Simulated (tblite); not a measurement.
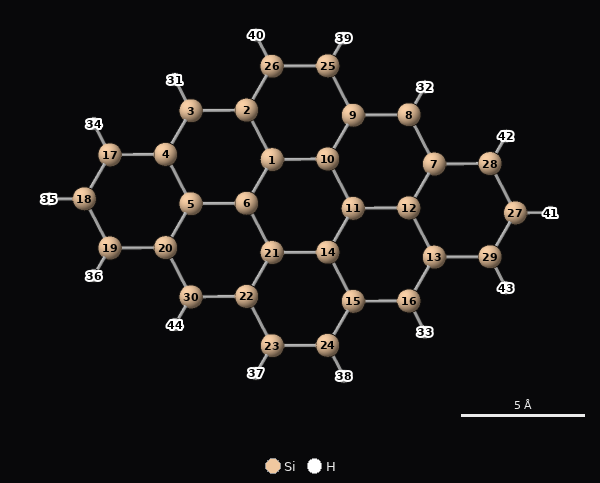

The starting structure (ball-and-stick view, seen at a tilt; atoms are numbered from 1 in the order of the input). Bond lengths as drawn: H–Si 1.43 to 1.44 Å and Si–Si 2.27 to 2.29 Å.

Run report: Si30H14, geometry relaxation

System: Si30H14.
Method: GFN2-xTB geometry optimisation, gas phase (tblite 0.8.0).

### The program's output
```
step      E/eV     max force
  0   -1578.51522    1.656
  1   -1578.94624    0.743
  2   -1579.11825    0.364
  3   -1579.17484    0.415
  4   -1579.28836    0.466
  5   -1579.35409    0.339
  6   -1579.39337    0.264
  7   -1579.41740    0.255
  8   -1579.43991    0.308
  9   -1579.47009    0.392
 10   -1579.50479    0.347
 11   -1579.53097    0.218
 12   -1579.54394    0.154
 13   -1579.54986    0.118
 14   -1579.55466    0.098
 15   -1579.55978    0.140
 16   -1579.56608    0.172
 17   -1579.57484    0.185
 18   -1579.58736    0.173
 19   -1579.60261    0.203
 20   -1579.61484    0.165
 21   -1579.62135    0.121
 22   -1579.62375    0.063
 23   -1579.62480    0.057
 24   -1579.62593    0.062
 25   -1579.62708    0.083
 26   -1579.62869    0.092
 27   -1579.63124    0.094
 28   -1579.63509    0.098
 29   -1579.63952    0.096
 30   -1579.64303    0.069
 31   -1579.64506    0.061
 32   -1579.64629    0.057
 33   -1579.64739    0.071
 34   -1579.64849    0.071
 35   -1579.64973    0.063
 36   -1579.65140    0.070
 37   -1579.65370    0.078
 38   -1579.65618    0.085
 39   -1579.65799    0.072
 40   -1579.65895    0.056
 41   -1579.65959    0.044
 42   -1579.66020    0.036
 43   -1579.66080    0.042
 44   -1579.66134    0.039
 45   -1579.66188    0.032
 46   -1579.66255    0.040
 47   -1579.66343    0.052
 48   -1579.66445    0.060
 49   -1579.66531    0.049
 50   -1579.66579    0.023
 51   -1579.66600    0.021
 52   -1579.66612    0.020
```

### Trajectory as extended XYZ (Å, eV, eV/Å), 5 of the 24 frames kept, from step=0 to step=52
```
44
Properties=species:S:1:pos:R:3:forces:R:3 step=0 energy=-1578.51522
Si   -1.9308    1.1158   -0.2266    0.0020   0.0940  -0.3560
Si   -3.8746    2.2378    0.2181   -0.6180   0.1790   0.2850
Si   -5.8019    1.1153   -0.2240    1.1060  -0.4630  -0.3080
Si   -5.8078   -1.1132    0.2188   -0.6810   0.1310   0.2560
Si   -3.8724   -2.2364   -0.2216    0.0170   0.0190  -0.3880
Si   -1.9390   -1.1181    0.2224   -0.1010  -0.0590   0.3040
Si    3.8715    4.4720   -0.2283    0.1610   0.6630  -0.2140
Si    1.9391    5.5906    0.2265   -0.1730  -1.3620   0.2810
Si    0.0027    4.4682   -0.2254    0.1460   0.8320  -0.2490
Si   -0.0028    2.2344    0.2266   -0.0530  -0.0630   0.3640
Si    1.9336    1.1164   -0.2271    0.1130   0.0810  -0.2790
Si    3.8689    2.2332    0.2250   -0.0570   0.0310   0.3620
Si    5.8037    1.1183   -0.2200    0.7570  -0.2270  -0.2170
Si    1.9379   -1.1182    0.2223   -0.1760  -0.0590   0.3610
Si    3.8692   -2.2301   -0.2248    0.8250  -0.3720  -0.2430
Si    5.8052   -1.1170    0.2313   -1.1880   0.5380   0.2550
Si   -7.7424   -2.2333   -0.2241    0.9810  -1.1630  -0.2380
Si   -7.7439   -4.4737    0.2240    1.1520   0.7460   0.1620
Si   -5.8077   -5.5861   -0.2225   -0.4280   1.4050  -0.2350
Si   -3.8686   -4.4694    0.2277   -0.2020  -0.7460   0.2230
Si   -0.0023   -2.2314   -0.2235    0.1530   0.0080  -0.3440
Si   -0.0009   -4.4688    0.2248   -0.1530  -0.7480   0.2490
Si    1.9391   -5.5833   -0.2184    0.6060   1.1970  -0.2410
Si    3.8672   -4.4746    0.2235   -1.3540   0.1760   0.2300
Si   -1.9352    5.5905    0.2259   -0.7300  -1.4660   0.2440
Si   -3.8775    4.4694   -0.2225    1.5200   0.0880  -0.2420
Si    7.7435    4.4726   -0.2257   -1.1520  -0.6770  -0.1390
Si    5.8065    5.5885    0.2262    0.4780  -1.5080   0.2460
Si    7.7434    2.2356    0.2230   -0.9270   1.0800   0.2020
Si   -1.9346   -5.5875   -0.2216    0.1350   1.3320  -0.2770
H    -7.0260    1.8240    0.0581   -0.5150   0.2740   0.2190
H     1.9338    7.0009   -0.0590    0.0170   0.6490  -0.2380
H     7.0286   -1.8233   -0.0611    0.4940  -0.2840  -0.2170
H    -8.9632   -1.5306    0.0629   -0.5530   0.3570   0.2350
H    -8.9641   -5.1743   -0.0625   -0.6210  -0.3670  -0.2300
H    -5.8066   -6.9974    0.0563    0.0500  -0.6430   0.2310
H     1.9349   -6.9995    0.0551   -0.0710  -0.5880   0.2070
H     5.0948   -5.1736   -0.0618    0.5590  -0.2450  -0.2160
H    -1.9346    6.9957   -0.0593    0.0620   0.7650  -0.2540
H    -5.0987    5.1795    0.0604   -0.5760   0.2560   0.2250
H     8.9652    5.1738    0.0630    0.5940   0.3350   0.2190
H     5.8130    6.9940   -0.0555   -0.0360   0.7410  -0.2490
H     8.9702    1.5303   -0.0628    0.4410  -0.3170  -0.2120
H    -1.9331   -7.0001    0.0574   -0.0040  -0.6210   0.2260
44
Properties=species:S:1:pos:R:3:forces:R:3 step=6 energy=-1579.39337
Si   -1.9498    1.1400   -0.2814   -0.0070  -0.0160   0.2120
Si   -3.9176    2.2784    0.2937    0.0830  -0.0800  -0.0120
Si   -5.7399    1.0774   -0.2806    0.0140  -0.0350   0.0690
Si   -5.8679   -1.1202    0.2815    0.1470  -0.0710  -0.0500
Si   -3.8998   -2.2529   -0.2753   -0.0250  -0.0160   0.2110
Si   -1.9554   -1.1280    0.2640   -0.0080  -0.0010  -0.2640
Si    3.9023    4.5209   -0.2852    0.0140  -0.1590   0.0350
Si    1.9390    5.5110    0.2785    0.0270   0.0020  -0.0460
Si   -0.0102    4.5355   -0.2962    0.0150  -0.1720  -0.0040
Si   -0.0113    2.2592    0.2800    0.0100   0.0170  -0.2150
Si    1.9530    1.1284   -0.2653    0.0010  -0.0040   0.2580
Si    3.8972    2.2523    0.2742    0.0380   0.0040  -0.1970
Si    5.8680    1.1201   -0.2780   -0.1720   0.1000   0.0210
Si    1.9491   -1.1393    0.2776    0.0490   0.0060  -0.2090
Si    3.9236   -2.2760   -0.2974   -0.1530   0.1030   0.0020
Si    5.7408   -1.0746    0.2817    0.0010   0.0120  -0.0420
Si   -7.7098   -2.2988   -0.2846   -0.0330  -0.0440  -0.0470
Si   -7.7314   -4.4634    0.2906   -0.0270  -0.0190   0.1250
Si   -5.8444   -5.5252   -0.2832   -0.0710  -0.0170  -0.0510
Si   -3.9032   -4.5233    0.2870   -0.0090   0.1880  -0.0420
Si    0.0116   -2.2576   -0.2781   -0.0330  -0.0150   0.2060
Si    0.0102   -4.5317    0.2988   -0.0080   0.1370  -0.0060
Si    1.9596   -5.5487   -0.2913    0.0850   0.0070  -0.0520
Si    3.8284   -4.4704    0.2942   -0.0550  -0.0910   0.0560
Si   -1.9589    5.5489    0.2941   -0.1010   0.0100   0.0590
Si   -3.8300    4.4773   -0.2933    0.0500   0.0420  -0.0550
Si    7.7317    4.4628   -0.2897    0.0180   0.0360  -0.1360
Si    5.8445    5.5237    0.2858    0.0640   0.0360   0.0460
Si    7.7099    2.2981    0.2807    0.0440   0.0540   0.0750
Si   -1.9387   -5.5100   -0.2758   -0.0130   0.0140   0.0500
H    -7.0097    1.8103    0.0741    0.2020  -0.1340  -0.0460
H     1.9377    6.9768   -0.0747    0.0200  -0.2350   0.0430
H     7.0072   -1.8085   -0.0752   -0.1780   0.1260   0.0420
H    -8.9427   -1.5398    0.0794    0.0920  -0.0730  -0.0140
H    -8.9706   -5.1791   -0.0837   -0.0530  -0.0320  -0.0450
H    -5.8032   -6.9746    0.0736   -0.0190   0.1200  -0.0130
H     1.9233   -6.9947    0.0745   -0.0080   0.0730   0.0010
H     5.0956   -5.1619   -0.0805   -0.0500   0.0360   0.0000
H    -1.9240    6.9925   -0.0782    0.0100  -0.0590   0.0010
H    -5.0985    5.1661    0.0796    0.0480  -0.0360   0.0030
H     8.9711    5.1768    0.0833    0.0650   0.0370   0.0480
H     5.8091    6.9744   -0.0727    0.0160  -0.1400   0.0170
H     8.9426    1.5406   -0.0786   -0.0710   0.0580   0.0060
H    -1.9355   -6.9765    0.0734   -0.0170   0.2320  -0.0420
44
Properties=species:S:1:pos:R:3:forces:R:3 step=22 energy=-1579.62375
Si   -1.9419    1.1386   -0.2595    0.0200  -0.0330   0.0330
Si   -3.8578    2.2957    0.3624   -0.0060  -0.0060   0.0010
Si   -5.5831    0.9659   -0.1971   -0.0360   0.0040   0.0220
Si   -5.8891   -1.2202    0.2830   -0.0330  -0.0100   0.0060
Si   -3.8880   -2.2447   -0.2120    0.0070   0.0100   0.0200
Si   -1.9403   -1.1194    0.2173   -0.0110  -0.0030  -0.0020
Si    4.0028    4.4901   -0.2808    0.0180   0.0250  -0.0160
Si    1.9558    5.3176    0.1948    0.0080   0.0440  -0.0180
Si   -0.0589    4.4881   -0.3630    0.0070   0.0190  -0.0080
Si   -0.0137    2.2514    0.2564    0.0140  -0.0490  -0.0260
Si    1.9415    1.1207   -0.2165    0.0020   0.0050  -0.0030
Si    3.8889    2.2452    0.2124   -0.0130  -0.0020  -0.0120
Si    5.8885    1.2211   -0.2826    0.0440   0.0070  -0.0150
Si    1.9428   -1.1373    0.2580   -0.0400   0.0400  -0.0220
Si    3.8561   -2.2943   -0.3613    0.0240  -0.0030  -0.0160
Si    5.5823   -0.9649    0.1944    0.0420  -0.0090  -0.0130
Si   -7.7280   -2.4020   -0.2919   -0.0520  -0.0180  -0.0060
Si   -7.8577   -4.5374    0.4011   -0.0090  -0.0010  -0.0050
Si   -5.9437   -5.4917   -0.2935   -0.0480  -0.0370  -0.0110
Si   -4.0018   -4.4896    0.2820   -0.0270  -0.0230   0.0130
Si    0.0145   -2.2500   -0.2569   -0.0170   0.0450   0.0260
Si    0.0594   -4.4865    0.3633   -0.0110  -0.0100   0.0130
Si    1.9624   -5.5241   -0.3498    0.0220  -0.0110  -0.0090
Si    3.8045   -4.4623    0.3490    0.0030  -0.0250   0.0070
Si   -1.9632    5.5267    0.3484   -0.0170   0.0120   0.0010
Si   -3.8048    4.4634   -0.3512    0.0040   0.0190   0.0000
Si    7.8587    4.5366   -0.4009    0.0110  -0.0010   0.0000
Si    5.9452    5.4916    0.2933    0.0470   0.0340   0.0180
Si    7.7281    2.4012    0.2924    0.0590   0.0210   0.0090
Si   -1.9547   -5.3164   -0.1937   -0.0140  -0.0420   0.0160
H    -6.8727    1.6877    0.0146   -0.0040   0.0020  -0.0030
H     1.9740    6.7960   -0.0155    0.0030  -0.0030   0.0030
H     6.8721   -1.6876   -0.0129    0.0020  -0.0010   0.0010
H    -8.9123   -1.5563    0.0323    0.0060  -0.0370  -0.0080
H    -9.0630   -5.2328   -0.1281    0.0180   0.0090  -0.0070
H    -5.8045   -6.9399    0.0304   -0.0260   0.0180  -0.0070
H     1.8877   -6.9569    0.0500    0.0020  -0.0060  -0.0080
H     5.0825   -5.1138   -0.0537   -0.0020  -0.0020   0.0090
H    -1.8877    6.9606   -0.0504   -0.0030  -0.0060   0.0100
H    -5.0821    5.1145    0.0538   -0.0020   0.0060  -0.0100
H     9.0635    5.2325    0.1280   -0.0140  -0.0090   0.0080
H     5.8037    6.9394   -0.0280    0.0290  -0.0090   0.0040
H     8.9112    1.5545   -0.0333   -0.0040   0.0370   0.0080
H    -1.9740   -6.7945    0.0163    0.0000  -0.0010  -0.0030
44
Properties=species:S:1:pos:R:3:forces:R:3 step=40 energy=-1579.65895
Si   -1.9400    1.1046   -0.1965    0.0040   0.0130   0.0140
Si   -3.8650    2.2869    0.3863    0.0060  -0.0250  -0.0300
Si   -5.5868    0.9220   -0.1204    0.0020   0.0080   0.0230
Si   -5.9820   -1.2677    0.2940    0.0210   0.0140   0.0090
Si   -3.9452   -2.2778   -0.1172    0.0130   0.0170   0.0010
Si   -1.9905   -1.1507    0.3156   -0.0240   0.0030   0.0090
Si    4.0893    4.5464   -0.2915   -0.0130  -0.0060  -0.0190
Si    1.9956    5.2987    0.1185   -0.0100   0.0070  -0.0140
Si   -0.0465    4.4895   -0.3875    0.0090  -0.0080   0.0200
Si    0.0145    2.2331    0.1949   -0.0230  -0.0090  -0.0060
Si    1.9926    1.1492   -0.3139    0.0030   0.0200  -0.0220
Si    3.9459    2.2773    0.1150   -0.0240   0.0060   0.0150
Si    5.9802    1.2669   -0.2908    0.0020  -0.0020  -0.0320
Si    1.9418   -1.1045    0.1927   -0.0310  -0.0030   0.0170
Si    3.8631   -2.2842   -0.3822    0.0140   0.0040  -0.0110
Si    5.5856   -0.9215    0.1182    0.0080  -0.0090   0.0000
Si   -7.8143   -2.4459   -0.3255   -0.0020   0.0090  -0.0210
Si   -7.9258   -4.5766    0.3846    0.0060   0.0050   0.0140
Si   -6.0245   -5.5443   -0.3261   -0.0010  -0.0110  -0.0250
Si   -4.0884   -4.5459    0.2920    0.0090   0.0110   0.0210
Si   -0.0122   -2.2329   -0.1932    0.0050   0.0160  -0.0090
Si    0.0480   -4.4878    0.3841   -0.0200   0.0010   0.0030
Si    1.9540   -5.4998   -0.3722   -0.0050   0.0150   0.0180
Si    3.7859   -4.4419    0.3713   -0.0060   0.0080  -0.0180
Si   -1.9537    5.5006    0.3747    0.0080  -0.0180  -0.0460
Si   -3.7867    4.4451   -0.3742    0.0140  -0.0280   0.0470
Si    7.9262    4.5762   -0.3846   -0.0060  -0.0020  -0.0100
Si    6.0254    5.5445    0.3280    0.0020   0.0080   0.0220
Si    7.8129    2.4448    0.3247    0.0220   0.0040   0.0260
Si   -1.9945   -5.2970   -0.1167    0.0000  -0.0100   0.0060
H    -6.8775    1.6665    0.0232    0.0220  -0.0100   0.0070
H     1.9960    6.7883   -0.0234   -0.0010  -0.0180  -0.0080
H     6.8757   -1.6642   -0.0234   -0.0090  -0.0020  -0.0090
H    -9.0130   -1.6221    0.0027    0.0150  -0.0040  -0.0020
H    -9.1236   -5.2667   -0.1633   -0.0140  -0.0110  -0.0110
H    -5.9107   -6.9944    0.0013    0.0060   0.0150  -0.0010
H     1.8927   -6.9401    0.0101   -0.0050   0.0050  -0.0060
H     5.0635   -5.1094   -0.0129   -0.0060   0.0110   0.0080
H    -1.8934    6.9414   -0.0117    0.0070  -0.0200   0.0130
H    -5.0654    5.1112    0.0121    0.0140  -0.0110  -0.0120
H     9.1239    5.2673    0.1636    0.0100   0.0040   0.0090
H     5.9126    6.9944   -0.0003   -0.0060  -0.0140   0.0020
H     9.0135    1.6235   -0.0034   -0.0200   0.0010   0.0020
H    -1.9960   -6.7866    0.0245    0.0070   0.0170   0.0080
44
Properties=species:S:1:pos:R:3:forces:R:3 step=52 energy=-1579.66612
Si   -1.9310    1.0874   -0.1822   -0.0080  -0.0060   0.0030
Si   -3.8580    2.2561    0.3967    0.0020   0.0060   0.0040
Si   -5.5886    0.9021   -0.0992   -0.0030   0.0080   0.0130
Si   -5.9959   -1.2836    0.3147   -0.0030   0.0050   0.0000
Si   -3.9549   -2.2829   -0.0935   -0.0010  -0.0020   0.0040
Si   -2.0073   -1.1584    0.3634    0.0090   0.0060  -0.0090
Si    4.1106    4.5506   -0.3137   -0.0020   0.0100  -0.0020
Si    2.0135    5.2901    0.0979   -0.0030   0.0070  -0.0110
Si   -0.0247    4.4689   -0.3968   -0.0060   0.0030  -0.0080
Si    0.0250    2.2161    0.1812    0.0040   0.0010   0.0000
Si    2.0078    1.1592   -0.3629   -0.0120  -0.0060   0.0040
Si    3.9548    2.2838    0.0937    0.0060  -0.0010   0.0000
Si    5.9957    1.2844   -0.3143    0.0050  -0.0040  -0.0010
Si    1.9311   -1.0863    0.1820    0.0090   0.0060   0.0010
Si    3.8575   -2.2552   -0.3962    0.0000  -0.0070  -0.0090
Si    5.5884   -0.9014    0.0981    0.0040  -0.0050  -0.0100
Si   -7.8223   -2.4498   -0.3500    0.0080   0.0000  -0.0030
Si   -7.9349   -4.5814    0.3549   -0.0030  -0.0010   0.0000
Si   -6.0327   -5.5492   -0.3510    0.0050   0.0070  -0.0030
Si   -4.1101   -4.5502    0.3147    0.0030  -0.0030   0.0000
Si   -0.0242   -2.2150   -0.1820   -0.0130  -0.0040   0.0010
Si    0.0251   -4.4677    0.3971    0.0050  -0.0030   0.0060
Si    1.9337   -5.4701   -0.3620    0.0010   0.0010  -0.0050
Si    3.7707   -4.4098    0.3608   -0.0030  -0.0020   0.0070
Si   -1.9337    5.4711    0.3611   -0.0040  -0.0020   0.0050
Si   -3.7705    4.4105   -0.3620    0.0010   0.0000  -0.0030
Si    7.9355    4.5819   -0.3545    0.0020   0.0010   0.0000
Si    6.0332    5.5501    0.3514   -0.0030  -0.0070   0.0040
Si    7.8226    2.4500    0.3501   -0.0100   0.0010   0.0030
Si   -2.0130   -5.2894   -0.0975    0.0030  -0.0070   0.0120
H    -6.8675    1.6615    0.0504   -0.0030  -0.0010   0.0050
H     1.9954    6.7773   -0.0503    0.0020   0.0050  -0.0060
H     6.8671   -1.6608   -0.0502    0.0060   0.0000  -0.0060
H    -9.0223   -1.6366   -0.0080   -0.0070   0.0180  -0.0040
H    -9.1393   -5.2766   -0.1735    0.0000   0.0000  -0.0080
H    -5.9281   -6.9950   -0.0091    0.0120  -0.0150  -0.0040
H     1.8856   -6.9171   -0.0057   -0.0090   0.0100   0.0050
H     5.0473   -5.0922    0.0037   -0.0020   0.0130  -0.0050
H    -1.8855    6.9182    0.0051    0.0090  -0.0100  -0.0050
H    -5.0473    5.0929   -0.0043    0.0060  -0.0130   0.0040
H     9.1402    5.2769    0.1735   -0.0020  -0.0010   0.0080
H     5.9282    6.9962    0.0107   -0.0120   0.0130   0.0040
H     9.0218    1.6361    0.0074    0.0070  -0.0170   0.0040
H    -1.9957   -6.7766    0.0515   -0.0010  -0.0040   0.0060
```

The run was set up as follows.

### Input file
```
{"job": {"kind": "relax", "xc": "GFN2-xTB", "basis": "xTB"}, "charge": 0, "multiplicity": 1}
Si    -1.930800     1.115800    -0.226600
Si    -3.874600     2.237800     0.218100
Si    -5.801900     1.115300    -0.224000
Si    -5.807800    -1.113200     0.218800
Si    -3.872400    -2.236400    -0.221600
Si    -1.939000    -1.118100     0.222400
Si     3.871500     4.472000    -0.228300
Si     1.939100     5.590600     0.226500
Si     0.002700     4.468200    -0.225400
Si    -0.002800     2.234400     0.226600
Si     1.933600     1.116400    -0.227100
Si     3.868900     2.233200     0.225000
Si     5.803700     1.118300    -0.220000
Si     1.937900    -1.118200     0.222300
Si     3.869200    -2.230100    -0.224800
Si     5.805200    -1.117000     0.231300
Si    -7.742400    -2.233300    -0.224100
Si    -7.743900    -4.473700     0.224000
Si    -5.807700    -5.586100    -0.222500
Si    -3.868600    -4.469400     0.227700
Si    -0.002300    -2.231400    -0.223500
Si    -0.000900    -4.468800     0.224800
Si     1.939100    -5.583300    -0.218400
Si     3.867200    -4.474600     0.223500
Si    -1.935200     5.590500     0.225900
Si    -3.877500     4.469400    -0.222500
Si     7.743500     4.472600    -0.225700
Si     5.806500     5.588500     0.226200
Si     7.743400     2.235600     0.223000
Si    -1.934600    -5.587500    -0.221600
H     -7.026000     1.824000     0.058100
H      1.933800     7.000900    -0.059000
H      7.028600    -1.823300    -0.061100
H     -8.963200    -1.530600     0.062900
H     -8.964100    -5.174300    -0.062500
H     -5.806600    -6.997400     0.056300
H      1.934900    -6.999500     0.055100
H      5.094800    -5.173600    -0.061800
H     -1.934600     6.995700    -0.059300
H     -5.098700     5.179500     0.060400
H      8.965200     5.173800     0.063000
H      5.813000     6.994000    -0.055500
H      8.970200     1.530300    -0.062800
H     -1.933100    -7.000100     0.057400
```

The first line tells a small driver script what to run in tblite; the rest is the geometry in Å.

Launch command:
```bash
OMP_NUM_THREADS=4 python <driver script> task.json out
```

### Key numbers

```tsv
quantity	value
outcome	converged
total energy	−1579.6661 eV
HOMO	−6.76 eV
LUMO	−6.54 eV
point group	C2h
dipole moment	0.00 D
hardware	4 CPU threads, shared host
wall time	45 s (CPU time 61 s)
peak memory	0.17 GiB
```
